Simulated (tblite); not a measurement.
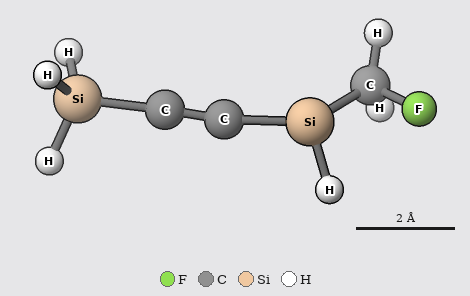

**Figure 1.** The structure (ball-and-stick view, seen at a tilt). Bond lengths as drawn: C–C 1.24 Å, C–F 1.42 Å, C–H 1.09 to 1.10 Å, C–Si 1.83 to 1.91 Å and H–Si 1.45 to 1.46 Å.

**Frequency calculation, with input and output: C3H6FSi2**

- system: C3H6FSi2, multiplicity 2, SMILES FC[SiH]C#C[SiH3]
- method: GFN1-xTB, U-SCC (tblite 0.8.0)

The geometry was optimised with GFN1-xTB.

Log
```
E = -18.30034979 Eh, max gradient 2.79e-05 Eh/bohr
mode   frequency/cm^-1   IR/(km/mol)
   1           9.57          0.378
   2          48.83          4.749
   3          55.95          1.158
   4         121.40         11.217
   5         152.82         20.839
   6         172.35         21.020
   7         267.36          9.881
   8         294.10         17.389
   9         429.17         23.430
  10         468.57         47.454
  11         566.89        162.599
  12         579.74        196.454
  13         614.95        116.726
  14         677.44         93.172
  15         721.26        201.943
  16         820.06       1035.042
  17         824.31         22.690
  18         845.43        222.434
  19         854.07        218.801
  20         942.21         69.596
  21        1136.31         14.414
  22        1195.11          6.647
  23        1415.87          6.834
  24        2012.77        574.175
  25        2150.93        228.767
  26        2223.05        127.134
  27        2225.91        278.257
  28        2229.79        335.119
  29        2974.67         18.996
  30        3011.05         14.553
imaginary modes: 0, zero-point energy 0.068441 Eh = 179.6906 kJ/mol
```

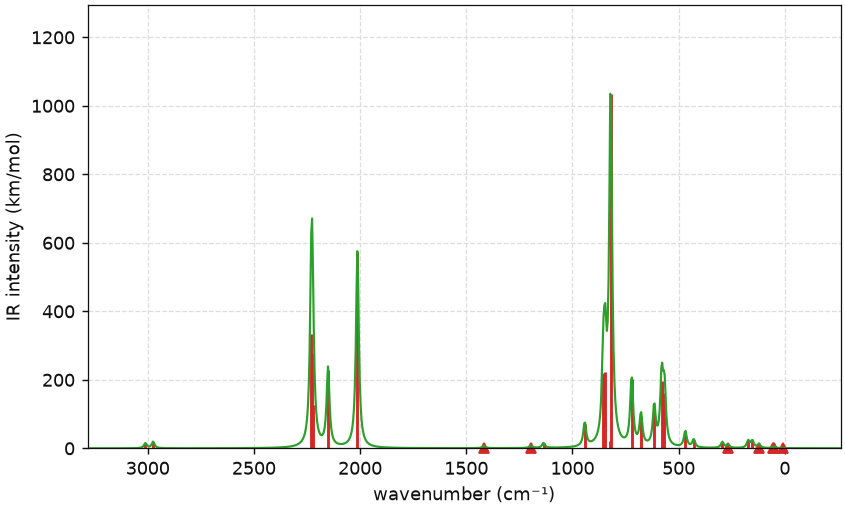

**Figure 2.** Harmonic infrared spectrum, unscaled: sticks (degenerate modes added up, dark ones marked on the axis) with a Lorentzian envelope of 16 cm⁻¹ full width, scaled to the tallest stick. 30 modes from 10 to 3011 cm⁻¹, none imaginary. The strongest line is at 820 cm⁻¹ (1035 km/mol).

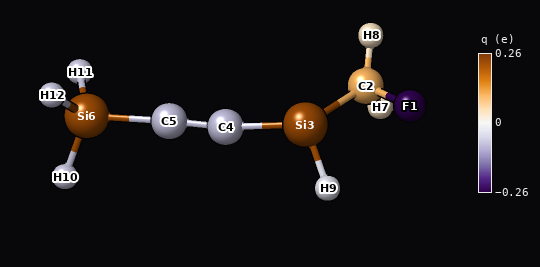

**Figure 3.** Mulliken charges, as the colour of each atom (ball-and-stick view, seen at a tilt; atoms are numbered from 1 in the order of the input). By element: F −0.25, C −0.08 to +0.10, Si +0.22 to +0.23 and H −0.07 to +0.04 e.

This output came from the following input.

The input (xtb_job.py)
```python
"""GFN1-xTB harmonic vibrations"""
import json
import numpy as np
from tblite.interface import Calculator
from tblite.interface import symbols_to_numbers
from ase.data import atomic_masses

symbols = list(map(str, np.loadtxt("geom.xyz", skiprows=2, usecols=0, dtype=str, ndmin=1)))
numbers = np.array(symbols_to_numbers(symbols))
positions = np.loadtxt("geom.xyz", skiprows=2, usecols=(1, 2, 3), ndmin=2) / 0.52917721

calculator = Calculator("GFN1-xTB", numbers, positions, charge=0, uhf=1)
calculator.set("verbosity", 0)
calculator.set("accuracy", 0.01)
calculator.add("spin-polarization", 1.0)
sp = calculator.singlepoint()
h = 0.005  # bohr
n = positions.size
H, D = np.zeros((n, n)), np.zeros((n, 3))
for a in range(n):
    g, d = [], []
    for sign in (1, -1):
        x = positions.ravel().copy()
        x[a] += sign * h
        calculator.update(x.reshape(-1, 3))
        y = calculator.singlepoint()
        g.append(y.get('gradient').ravel())
        d.append(y.get('dipole'))
    H[a], D[a] = (g[0] - g[1]) / (2 * h), (d[0] - d[1]) / (2 * h)
mass = np.repeat(atomic_masses[numbers], 3)
H = (H + H.T) / 2 / np.sqrt(np.outer(mass, mass))
# project out translations and rotations
com = positions - atomic_masses[numbers] @ positions / atomic_masses[numbers].sum()
T = [np.tile(v, len(numbers)) for v in np.eye(3)] + [np.cross(com, v).ravel() for v in np.eye(3)]
U, sv, _ = np.linalg.svd((np.array(T) * np.sqrt(mass)).T)
Q = U[:, (sv > 1e-3 * sv.max()).sum():]
w, V = np.linalg.eigh(Q.T @ H @ Q)
freq = np.sign(w) * np.sqrt(np.abs(w)) * 5140.487
inten = (((Q @ V).T / np.sqrt(mass)) @ D) ** 2
inten = inten.sum(axis=1) * 974.88
print(f"E = {sp.get('energy'):.8f} Eh, max gradient {np.abs(sp.get('gradient')).max():.2e} Eh/bohr")
print("mode   frequency/cm^-1   IR/(km/mol)")
for i, (v, s) in enumerate(zip(freq, inten), 1):
    print(f"{i:4d} {v:14.2f} {s:14.3f}")
zpe = freq[freq > 0].sum() / 2 / 219474.63
print(f"imaginary modes: {(freq < -10).sum()}, zero-point energy {zpe:.6f} Eh = {zpe * 2625.4996:.4f} kJ/mol")
out = {k: np.asarray(sp.get(k)).tolist() for k in ("energy", "gradient", "charges", "dipole", "orbital-energies", "orbital-occupations")}
out.update(symbols=symbols, positions=(positions * 0.529177210903).tolist(), frequencies=freq.tolist(), intensities=inten.tolist(), zpe=zpe)
json.dump(out, open("results.json", "w"))
```

File geom.xyz
```
12

F     -0.580421     0.820433     3.682684
C     -1.133629     0.072885     2.609277
Si     0.360887     0.699570     1.595482
C      0.386763     0.276402    -0.180463
C      0.591649    -0.155715    -1.324931
Si     0.822434    -0.730489    -3.044846
H     -2.145560     0.465200     2.455526
H     -1.217951    -0.958835     2.962204
H      0.282274     2.148929     1.715712
H      0.568523     0.375341    -3.948776
H     -0.116213    -1.806867    -3.297761
H      2.181234    -1.206844    -3.224107
```

Command:
```bash
python xtb_job.py
```

Results in brief

| quantity | value |
| --- | --- |
| outcome | converged |
| total energy | −18.300350 hartree |
| basis functions | 46 |
| largest force | 0.002 eV/Å |
| zero-point energy | 0.068441 hartree |
| dipole moment | 1.45 D |
| wavenumbers, lowest and highest | 10 and 3011 cm⁻¹ |
| hardware | 1 thread of Intel Xeon (Granite Rapids), 64 GiB of memory available, shared host |
| wall time | 1.2 s |
| peak memory | 0.067 GiB |
